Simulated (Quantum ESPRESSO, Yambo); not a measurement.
# BN (P6_3mc): G0W0 in Yambo against the bands

Wanted: the cheapest bands that holds the gap of BN (P6_3mc).

Program: Yambo 5.3.0. Level of theory: PBE and many-body steps on it, plane waves. Results are calculated unless marked as measured.

The database entry behind the starting cell has ideal inner coordinates that were not refined, so it need not match the best structure at ambient conditions.

## Step 1: The structure

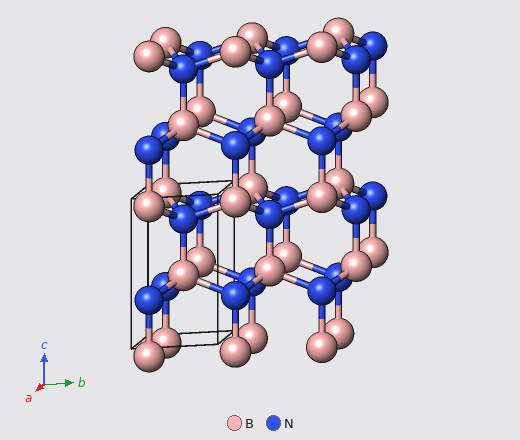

The cell as given, slightly off an axis (boron pink, nitrogen blue). 2×3×2 cells are drawn. Some periodic images of atoms are drawn too.

As a file:

```xyz
4
Lattice="2.5360 0.0000 0.0000 -1.2680 2.1962 0.0000 0.0000 0.0000 4.1990" Properties=species:S:1:pos:R:3 pbc="T T T"
B     1.2680    0.7321    0.0000
B     0.0000    1.4642    2.0995
N     1.2680    0.7321    1.5746
N     0.0000    1.4642    3.6741
```

The cell and positions come from the Crystallography Open Database and are kept as given unless a step says otherwise. This is not the form that BN usually takes at ambient conditions.

## Step 2: 24 bands

This step: Yambo 5.3.0; G0W0 on PBE, plane waves, norm-conserving pseudopotentials.

G0W0 replaces the xc potential by the self-energy, built once from these orbitals. Only a window of levels is corrected, while the sums run over the empty bands that the input names.

Input file gw1.in:

```
HF_and_locXC
gw0
dyson
ppa
em1d
rim_cut
RandQpts= 1000000
RandGvec= 1 RL
EXXRLvcs= 72 Ry
VXCRLvcs= 288 Ry
Chimod= "HARTREE"
% BndsRnXp
 1 | 24 |
%
NGsBlkXp= 15.5 Ry
% LongDrXp
 1 | 1 | 1 |
%
% GbndRnge
 1 | 24 |
%
DysSolver= "n"
ExtendOut
PPAPntXp= 27.21138 eV
% QPkrange
 1 | 1 | 7 | 10 |
 19 | 19 | 7 | 10 |
 4 | 4 | 7 | 10 |
%
```

Command:

```bash
$ OMP_NUM_THREADS=1 mpirun -n 4 yambo -F gw1.in -J gw1 -C gw1 > gw1.log
```

Log:

```text
 Yambo, version 5.3.0

 [02] CORE Variables Setup
 =========================

  [... cell, symmetries and grids as in the set-up ...]

  [02.05] Energies & Occupations
  ==============================

  [X] === General ===
  [X] Electronic Temperature                        :  0.000000  0.000000 [eV K]
  [X] Bosonic    Temperature                        :  0.000000  0.000000 [eV K]
  [X] Finite Temperature mode                       : no
  [X] El. density                                   :  0.68414E+24 [cm-3]
  [X] Fermi Level                                   :  11.46775 [eV]

  [X] === Gaps and Widths ===
  [X] Conduction Band Min                           :  5.280042 [eV]
  [X] Valence Band Max                              :  0.000000 [eV]
  [X] Filled Bands                                  :   8
  [X] Empty Bands                                   :    9  283
  [X] Direct Gap                                    :  8.451475 [eV]
  [X] Direct Gap localized at k                     :   4
  [X] Indirect Gap                                  :  5.280042 [eV]
  [X] Indirect Gap between kpts                     :   1  19
  [X] Last valence band width                       :  5.444693 [eV]
  [X] 1st conduction band width                     :  4.397410 [eV]

 [03] Transferred momenta grid and indexing
 ==========================================

 IBZ Q-points                                      :  24
 BZ  Q-points                                      :  144

 K/Q-points units:
 rlu = crystal or reduced units; cc = cartesian coordinates; iku = interal k-units

 Q [ 1]         [rlu]:  0.000000  0.000000  0.000000
 Q [ 2]         [rlu]:  0.000000  0.000000  0.250000
 Q [ 3]         [rlu]:  0.000000  0.000000 -0.500000
 Q [ 4]         [rlu]:  0.14524E-16  0.16667       0.0000
 Q [ 5]         [rlu]:  0.14524E-16  0.16667      0.25000
 Q [ 6]         [rlu]:  0.14524E-16  0.16667     -0.50000
 Q [ 7]         [rlu]:  0.29047E-16  0.33333       0.0000
 Q [ 8]         [rlu]:  0.29047E-16  0.33333      0.25000
 Q [ 9]         [rlu]:  0.29047E-16  0.33333     -0.50000
 Q [10]         [rlu]: -0.43571E-16 -0.50000       0.0000
     [... 12 further rows ...]
 Q [23]         [rlu]: -0.29047E-16 -0.33333      0.25000
 Q [24]         [rlu]: -0.166667 -0.333333  0.250000

 [04] Coloumb potential Random Integration (RIM)
 ===============================================

  [04.01] RIM initialization
  ==========================

  * Diagonal components only detected *

  8 x (sBL volume)        :  0.087316 [a.u.]
  sBZ random points       :  1000000
  Points outside the sBZ  :   7981908
  RL volume               :  1.571694 [a.u.]
  Integrated volume       :  1.575256 [a.u.]

  [04.02] RIM integrals
  =====================

  Gamma point sphere radius             :  0.080473 [a.u.]
  Points outside the sphere             :   799931
  [Int_sBZ(q=0) 1/q^2]*(Vol_sBZ)^(-1/3) =:  7.691894
                                 should be <:  7.795600

  Summary of Coulomb integrals for non-metallic bands |Q|[au] RIM/Bare

  Q [1] 0.100000E-4 0.986697 * Q [2] 0.197959 0.985687
  Q [4] 0.252319 1.087990 * Q [5] 0.320706 1.046920
  Q [22] 0.320706 1.048237 * Q [3] 0.395918 1.004882
  Q [13] 0.437029 1.031500 * Q [6] 0.469485 1.013059
  Q [14] 0.479773 1.024026 * Q [7] 0.504638 1.023848
  Q [23] 0.542077 1.020118 * Q [8] 0.542077 1.019343
[...]
Q [18] 0.776148 1.009525 * Q [11] 0.782414 1.011242
  Q [12] 0.854245 1.008836 * Q [19] 0.874058 1.009423
  Q [20] 0.896195 1.008824 * Q [21] 0.959546 1.007383

 [05] Dipoles
 ============

  [05.01] Setup: observables and procedures
  =========================================

 [06] Dynamic Dielectric Matrix (PPA)
 ====================================

 [WR./gw1//ndb.pp]---------------------------------------------------------------
  Brillouin Zone Q/K grids (IBZ/BZ)                :   24  144   24  144
  RL vectors                                       :  2177 [WF]
  Coulomb cutoff potential                         : none
  Electronic Temperature                           :  0.000000 [K]
  Bosonic    Temperature                           :  0.000000 [K]
  PPA    diel. fun.  energies                      : Perdew, Burke & Ernzerhof(X)+Perdew, Burke & Ernzerhof(C)
  wavefunctions                                    : Perdew, Burke & Ernzerhof(X)+Perdew, Burke & Ernzerhof(C)
  Global Gauge                                     : length
  X matrix size                                    :  161
  X band range                                     :   1  24
  X e/h energy range                               : -1.000000 -1.000000 [eV]
  X Time ordering                                  : R
  X Hxc Kernel                                     : HARTREE
  X Drude frequency                                :  0.000000  0.000000
  X poles                                          :  100.0000 [o/o]
  RL vectors in the sum                            :  2177
  [r,Vnl] included                                 : yes
  Field direction                                  :  0.577350E-5  0.577350E-5  0.577350E-5
  BZ energy Double Grid                            : no
  BZ energy DbGd points                            : 0
  BZ Q point size factor                           : -1.000000
  X Optical Averaged directions                    : none

 [07] Local Exchange-Correlation + Non-Local Fock
 ================================================

 [VXC] Plane waves :  13033
 [EXS] Plane waves :  1689

 QP @ state[ 1 ] K range:  1  1
 QP @ state[ 1 ] b range:   7  10
 QP @ state[ 2 ] K range:   4   4
 QP @ state[ 2 ] b range:   7  10
 QP @ state[ 3 ] K range:  19  19
 QP @ state[ 3 ] b range:   7  10

 [xc] Functional : Perdew, Burke & Ernzerhof(X)+Perdew, Burke & Ernzerhof(C)
 [xc] LIBXC used to calculate xc functional
  PP Number of Atomic Species                      :  2
  NLCC RL compoments                               :  13033
  PP Number of Atomic Species                      :  2
  NLCC RL compoments                               :  13033

 [xc] E_xc :  -7.474691 [Ha]
      E_xc :  -14.94938 [Ry]

  Local XC kind (lXC) : Perdew, Burke & Ernzerhof(X)+Perdew, Burke & Ernzerhof(C)
  Non-Local XC kind (nlXC) : Hartree-Fock

  Corrections @ K [1] :  [eV]
 <7|nlXC|7> = -22.17159  0.16976E-16 <7|lXC|7> = -18.68659  0.000000
 <8|nlXC|8> = -22.17157  0.42354E-18 <8|lXC|8> = -18.68659 -0.37763E-15
 <9|nlXC|9> = -7.009410 -0.63815E-19 <9|lXC|9> = -13.56862 -0.94408E-16
 <10|nlXC|10> = -7.009478  0.11401E-17 <10|lXC|10> = -13.56862 -0.37763E-15

  Corrections @ K [4] :  [eV]
 <7|nlXC|7> = -21.67449 -0.22179E-16 <7|lXC|7> = -18.08683  0.000000
 <8|nlXC|8> = -22.00382 -0.16675E-17 <8|lXC|8> = -18.33731 -0.37763E-15
[...]
Corrections @ K [19] :  [eV]
[...]
<8|nlXC|8> = -21.41107 -0.63507E-17 <8|lXC|8> = -16.18588  0.14161E-15
 <9|nlXC|9> = -6.633144  0.83182E-18 <9|lXC|9> = -11.87879 -0.17702E-16
 <10|nlXC|10> = -7.562643 -0.13914E-17 <10|lXC|10> = -15.83557 -0.56645E-15

 [08] Dyson equation: Newton solver
 ==================================

  [08.01] G0W0 (W PPA)
  ====================

  [  GW  ] Bands range     :   1  24
  [GW/PPA] G damping       :  0.100000 [eV]

  QP @ state[ 1 ] K range:  1  1
  QP @ state[ 1 ] b range:   7  10
  QP @ state[ 2 ] K range:   4   4
  QP @ state[ 2 ] b range:   7  10
  QP @ state[ 3 ] K range:  19  19
  QP @ state[ 3 ] b range:   7  10

   Sc/G bands                                       :   1  24
   Sc/G damping                                     :  0.100000 ev
   Sc bands terminator                              : no
   Sx RL components                                 :  1689

   QP @ state[ 1 ] K range                          :  1  1
   QP @ state[ 1 ] b range                          :   7  10
   QP @ state[ 2 ] K range                          :   4   4
   QP @ state[ 2 ] b range                          :   7  10
   QP @ state[ 3 ] K range                          :  19  19
   QP @ state[ 3 ] b range                          :   7  10
   GF energies kind                                 : Perdew, Burke & Ernzerhof(X)+Perdew, Burke & Ernzerhof(C)
   GF WF`s kind                                     : Perdew, Burke & Ernzerhof(X)+Perdew, Burke & Ernzerhof(C)
   Xs energies kind                                 : Perdew, Burke & Ernzerhof(X)+Perdew, Burke & Ernzerhof(C)
   Xs WF`s kind                                     : Perdew, Burke & Ernzerhof(X)+Perdew, Burke & Ernzerhof(C)

 [11] Game Over & Game summary
```

It took 30 s on 4 MPI ranks of Arm Neoverse V1, shared host; peak memory 1.3 GiB; 1.9 min of CPU time.

Numbers from this step:

```yaml
g0w0_gap_on_the_points_computed: 6.738 eV
starting_gap_on_the_mesh: 5.280 eV
k_of_the_valence_top: 0, 0, 0
k_of_the_conduction_bottom: 0.3333, 0.3333, 0
least_direct_g0w0_gap_on_the_computed_points: 10.37 eV
z_at_the_valence_top: 0.8339
z_at_the_conduction_bottom: 0.8657
```

The gap on the mesh goes from 5.28 eV to 6.74 eV, a correction of +1.46 eV.

## Step 3: 42 bands

gw2.in, as its differences from gw1.in of step 2:

```diff
@@ -12,3 +12,3 @@
 % BndsRnXp
- 1 | 24 |
+ 1 | 42 |
 %
@@ -19,3 +19,3 @@
 % GbndRnge
- 1 | 24 |
+ 1 | 42 |
 %
```

Command:

```bash
$ OMP_NUM_THREADS=1 mpirun -n 4 yambo -F gw2.in -J gw2 -C gw2 > gw2.log
```

Log:

```text
 Yambo, version 5.3.0

 [02] CORE Variables Setup
 =========================

  [... cell, symmetries and grids as in the set-up ...]

  [02.05] Energies & Occupations
  ==============================

  [X] === General ===
  [X] Electronic Temperature                        :  0.000000  0.000000 [eV K]
  [X] Bosonic    Temperature                        :  0.000000  0.000000 [eV K]
  [X] Finite Temperature mode                       : no
  [X] El. density                                   :  0.68414E+24 [cm-3]
  [X] Fermi Level                                   :  11.46775 [eV]

  [X] === Gaps and Widths ===
  [X] Conduction Band Min                           :  5.280042 [eV]
  [X] Valence Band Max                              :  0.000000 [eV]
  [X] Filled Bands                                  :   8
  [X] Empty Bands                                   :    9  283
  [X] Direct Gap                                    :  8.451475 [eV]
  [X] Direct Gap localized at k                     :   4
  [X] Indirect Gap                                  :  5.280042 [eV]
  [X] Indirect Gap between kpts                     :   1  19
  [X] Last valence band width                       :  5.444693 [eV]
  [X] 1st conduction band width                     :  4.397410 [eV]

 [03] Transferred momenta grid and indexing
 ==========================================

 IBZ Q-points                                      :  24
 BZ  Q-points                                      :  144

 K/Q-points units:
 rlu = crystal or reduced units; cc = cartesian coordinates; iku = interal k-units

 Q [ 1]         [rlu]:  0.000000  0.000000  0.000000
 Q [ 2]         [rlu]:  0.000000  0.000000  0.250000
 Q [ 3]         [rlu]:  0.000000  0.000000 -0.500000
[...]
E_xc :  -14.94938 [Ry]

  Local XC kind (lXC) : Perdew, Burke & Ernzerhof(X)+Perdew, Burke & Ernzerhof(C)
  Non-Local XC kind (nlXC) : Hartree-Fock

  Corrections @ K [1] :  [eV]
 <7|nlXC|7> = -22.17159  0.16976E-16 <7|lXC|7> = -18.68659  0.000000
 <8|nlXC|8> = -22.17157  0.42354E-18 <8|lXC|8> = -18.68659 -0.37763E-15
 <9|nlXC|9> = -7.009410 -0.63815E-19 <9|lXC|9> = -13.56862 -0.94408E-16
[...]
Corrections @ K [4] :  [eV]
[...]
Corrections @ K [19] :  [eV]
[...]
<9|nlXC|9> = -6.633144  0.83182E-18 <9|lXC|9> = -11.87879 -0.17702E-16
 <10|nlXC|10> = -7.562643 -0.13914E-17 <10|lXC|10> = -15.83557 -0.56645E-15

 [08] Dyson equation: Newton solver
 ==================================

  [08.01] G0W0 (W PPA)
  ====================

  [  GW  ] Bands range     :    1   42
  [GW/PPA] G damping       :  0.100000 [eV]

  QP @ state[ 1 ] K range:  1  1
  QP @ state[ 1 ] b range:   7  10
  QP @ state[ 2 ] K range:   4   4
  QP @ state[ 2 ] b range:   7  10
  QP @ state[ 3 ] K range:  19  19
  QP @ state[ 3 ] b range:   7  10

   Sc/G bands                                       :    1   42
   Sc/G damping                                     :  0.100000 ev
   Sc bands terminator                              : no
   Sx RL components                                 :  1689

   QP @ state[ 1 ] K range                          :  1  1
   QP @ state[ 1 ] b range                          :   7  10
   QP @ state[ 2 ] K range                          :   4   4
   QP @ state[ 2 ] b range                          :   7  10
   QP @ state[ 3 ] K range                          :  19  19
   QP @ state[ 3 ] b range                          :   7  10
   GF energies kind                                 : Perdew, Burke & Ernzerhof(X)+Perdew, Burke & Ernzerhof(C)
   GF WF`s kind                                     : Perdew, Burke & Ernzerhof(X)+Perdew, Burke & Ernzerhof(C)
   Xs energies kind                                 : Perdew, Burke & Ernzerhof(X)+Perdew, Burke & Ernzerhof(C)
   Xs WF`s kind                                     : Perdew, Burke & Ernzerhof(X)+Perdew, Burke & Ernzerhof(C)

 [11] Game Over & Game summary
```

Wall time 53 s (4 MPI ranks); peak memory 1.3 GiB; 3.5 min of CPU time.

This step gave:

- G0W0 gap on the points computed: 6.657 eV
- starting gap on the mesh: 5.280 eV
- k of the valence top: 0, 0, 0
- k of the conduction bottom: 0.3333, 0.3333, 0
- least direct G0W0 gap on the computed points: 10.24 eV
- Z at the valence top: 0.8309
- Z at the conduction bottom: 0.8613

Against the run before, the gap moves by −0.081 eV.

## Step 4: 77 bands

gw3.in, as its differences from gw2.in of step 3:

```diff
@@ -12,3 +12,3 @@
 % BndsRnXp
- 1 | 42 |
+ 1 | 77 |
 %
@@ -19,3 +19,3 @@
 % GbndRnge
- 1 | 42 |
+ 1 | 77 |
 %
```

Command:

```bash
$ OMP_NUM_THREADS=1 mpirun -n 4 yambo -F gw3.in -J gw3 -C gw3 > gw3.log
```

Log:

```text
 Yambo, version 5.3.0

 [02] CORE Variables Setup
 =========================

  [... cell, symmetries and grids as in the set-up ...]

  [02.05] Energies & Occupations
  ==============================

  [X] === General ===
  [X] Electronic Temperature                        :  0.000000  0.000000 [eV K]
  [X] Bosonic    Temperature                        :  0.000000  0.000000 [eV K]
  [X] Finite Temperature mode                       : no
  [X] El. density                                   :  0.68414E+24 [cm-3]
[...]
QP @ state[ 2 ] b range                          :   7  10
   QP @ state[ 3 ] K range                          :  19  19
   QP @ state[ 3 ] b range                          :   7  10
   GF energies kind                                 : Perdew, Burke & Ernzerhof(X)+Perdew, Burke & Ernzerhof(C)
   GF WF`s kind                                     : Perdew, Burke & Ernzerhof(X)+Perdew, Burke & Ernzerhof(C)
   Xs energies kind                                 : Perdew, Burke & Ernzerhof(X)+Perdew, Burke & Ernzerhof(C)
   Xs WF`s kind                                     : Perdew, Burke & Ernzerhof(X)+Perdew, Burke & Ernzerhof(C)

 [11] Game Over & Game summary
```

Wall time 99 s (4 MPI ranks); peak memory 1.3 GiB; 6.5 min of CPU time.

Numbers from this step:

| Quantity | Value |
| --- | --- |
| G0W0 gap on the points computed | 6.697 eV |
| starting gap on the mesh | 5.280 eV |
| k of the valence top | 0, 0, 0 |
| k of the conduction bottom | 0.3333, 0.3333, 0 |
| least direct G0W0 gap on the computed points | 10.22 eV |

Against the run before, the gap moves by +0.040 eV.

(Part 1 of 2 ends here.)

[Paths, hosts, dates, memory and timing lines, banners, echoed tables and standing remarks are left out of the program output.]

[Logs are printed without paths, hosts, clocks, repeated set-up lines and the standing remarks that a program may print on its own settings, such as how far it seeks lower states.]

[Runs of the session that timed out or met a known fault of the program may be left out.]

[Hosts, paths, dates, database ids (printed as entryN), source tags and the programs' standing remarks are cut or masked in the printed files.]
